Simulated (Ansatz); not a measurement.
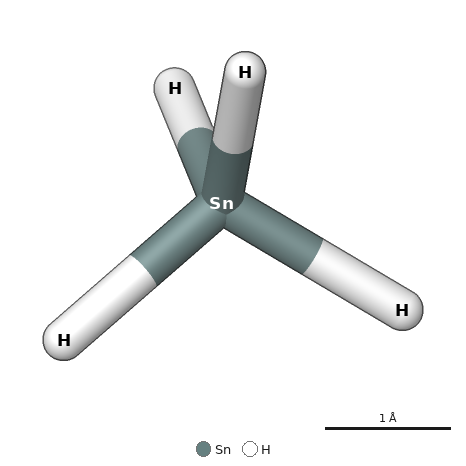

The structure as it stands in the input.

Input file:

```yaml
crystal:
  periodic: [false, false, false]
  atoms:
    - {symbol: Sn, position_ang: [-1.033697, -1.114252, -0.208123]}
    - {symbol: H, position_ang: [0.535506, -1.766299, -0.326358]}
    - {symbol: H, position_ang: [-2.181590, -2.351413, -0.439077]}
    - {symbol: H, position_ang: [-1.246519, -0.422869, 1.334034]}
    - {symbol: H, position_ang: [-1.242122, 0.083654, -1.401074]}
basis:
  gaussian: {orbitals: def2-TZVPP}
hamiltonian: {xc: lda}
```

It was started with:

```sh
ansatz run in.yaml --threads 2 --pin off --events-out ev --progress --plain --max-ram 4352MiB
```

Output:

```
Functional definition: SPW92
  name "SPW92"
  cite "Dirac, Proc. Camb. Phil. Soc. 26, 376 (1930) doi:10.1017/S0305004100016108"
  cite "Slater, Phys. Rev. 81, 385 (1951) doi:10.1103/PhysRev.81.385"
  cite "Perdew & Wang, Phys. Rev. B 45, 13244 (1992) doi:10.1103/PhysRevB.45.13244"
  exchange = slater_x
  correlation = pw_c
624 factors; their error is unknown
mean field evaluation 1: about -5884.3440 eV, gradient 1.8e1 eV
mean field evaluation 2: about -5884.9606 eV, gradient 1.2e1 eV
mean field evaluation 4: about -5885.2012 eV, gradient 8.5e-2 eV
mean field evaluation 8: about -5885.1936 eV, gradient 3.3e-3 eV
mean field -5885.19359042 eV, -216.2768753205 hartree, gradient 2.3e-5 eV, S^2 0.000000; 0 other end points of the search recorded, 0 dependent functions left out
reference -5885.19363623 eV, -216.2768770041 hartree; 13, 13 occupied and 93, 93 virtual orbitals, 624 factors
Total energy: -5885.19363623 eV, -216.2768770041 hartree
```
